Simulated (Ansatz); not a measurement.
## Electronic structure of ClH₂SbSi₂ in real space

Input file:

```
crystal:
  periodic: [false, false, false]
  atoms:
    - symbol: Cl
      position_ang: [3.052789, 1.146979, -1.654333]
    - symbol: Sb
      position_ang: [-0.341322, -0.138845, 0.093076]
    - symbol: Si
      position_ang: [0.790024, 1.368820, 1.782632]
    - symbol: Si
      position_ang: [1.168830, 1.624923, -0.856868]
    - symbol: H
      position_ang: [0.681157, 2.838640, -1.582710]
    - symbol: H
      position_ang: [1.562936, 2.363812, 0.568512]
basis:
  gaussian: {orbitals: def2-TZVPD}
hamiltonian: {xc: {name: PBE0}}
output: {forces: true, orbitals: {seedname: orbitals}}
```

Launched as:

```sh
ansatz run input.yaml --threads 1 --pin off --max-ram 2610MiB --events-out events.jsonl --progress --plain --runs-dir runs
```

Geometry: BLYP-D3(BJ)/def2-SVP; core potentials replace the inner electrons of Sb.

Method: Ansatz, isolated molecule in a Gaussian basis; Kohn-Sham density functional theory, functional PBE0.

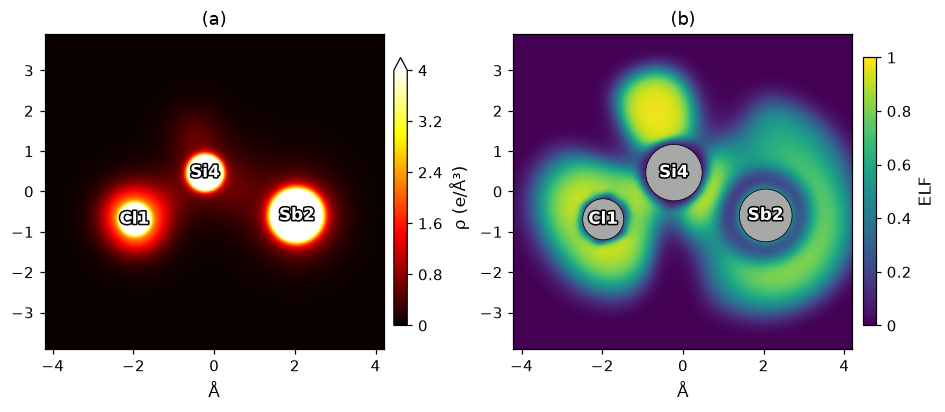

Figure 1. (a) electron density; (b) ELF on the plane of atoms Cl1, Si4 and Sb2. Grey discs cover the atomic cores in the ELF map.

Question: Interpret the plot.

Answer: The section cuts through Cl, Sb and Si sites. Si–Cl (2.10 Å): ρ is about 0.83 e/Å³ halfway; the ELF peaks at about 0.85 between the atoms (a shared but strongly polarised pair). Si–Sb (2.51 Å): the density is about 0.52 e/Å³ at the midpoint; the ELF peaks at about 0.85 between the atoms: a shared electron pair. The ELF also peaks beside Sb2 and Cl1, away from the bonds: lone-pair regions.

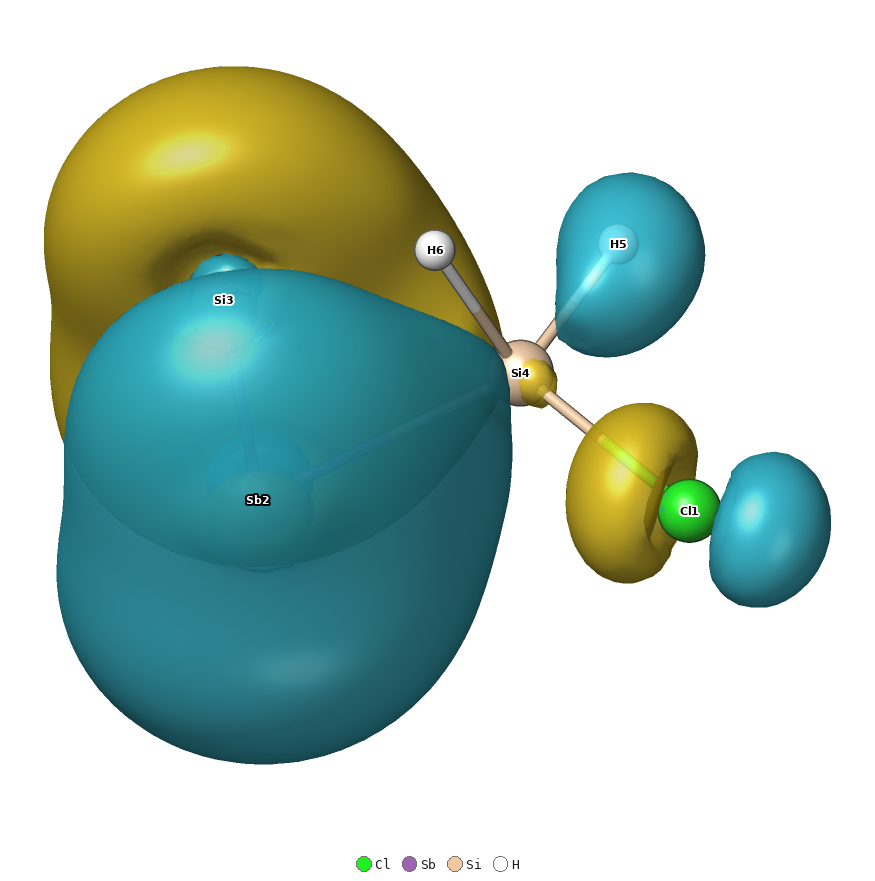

Figure 2. The HOMO at ±0.06 Å⁻³ᐟ² (yellow and cyan are the two phases), seen at an oblique angle.

Question: What is the character of this orbital?

Answer: It lies mainly on Sb2 (about 55 %), Si3 (about 30 %) and Si4 (about 10 %); π-bonding across Sb2–Si3. Its energy is −6.48 eV.
